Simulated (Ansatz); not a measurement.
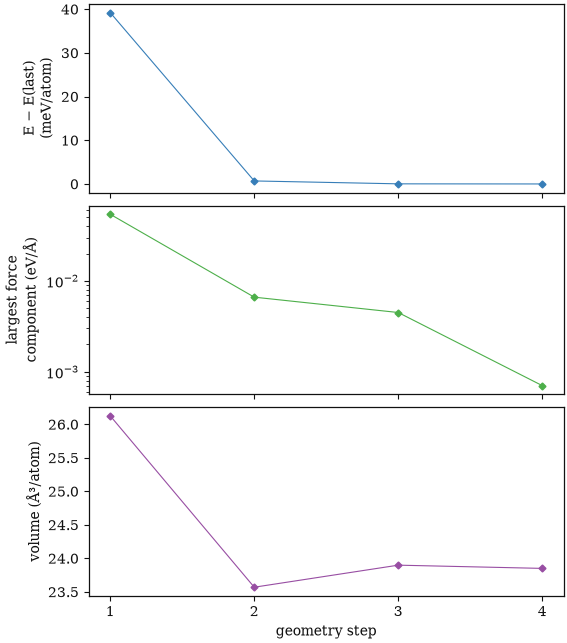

History of a geometry optimisation. Atoms and cell relax. A closing SCF on a freshly chosen basis isn't drawn.

- system: CdS (P6_3mc, 4 atoms in the cell)
- method: DFT, LDA, PAW with Ansatz's default frozen-core files, scalar-relativistic in Ansatz; cutoff 420 eV, 7×7×4 k-mesh, Fermi–Dirac smearing of 0.02 eV

How did the optimisation end?

Answer. The optimisation met its thresholds at geometry 4, counting the start as the first. The energy fell by about 39 meV/atom from the first step to the last. The largest force component goes from about 0.054 eV/Å at the start to 7 × 10⁻⁴ eV/Å at the end.

Was the starting cell too large or too small?

Answer. The volume shrinks from 26.1 to 23.9 Å³ per atom (−9 %), overshooting to 23.6 at step 2. The start was expanded.
